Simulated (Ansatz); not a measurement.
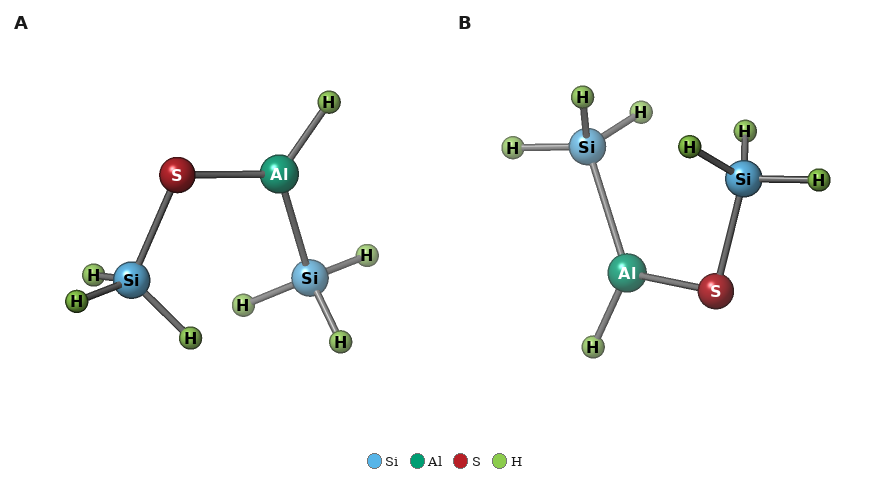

Distant atoms are faded towards the background colour. Computed geometry: PBE0-D4/def2-TZVP optimisation.

Question: Are A and B the same structure? If not, how do they differ?

Answer: No. They are mirror images that no rotation superimposes: the geometry of AlH7SSi2 is chiral (C1). Their energies are equal.
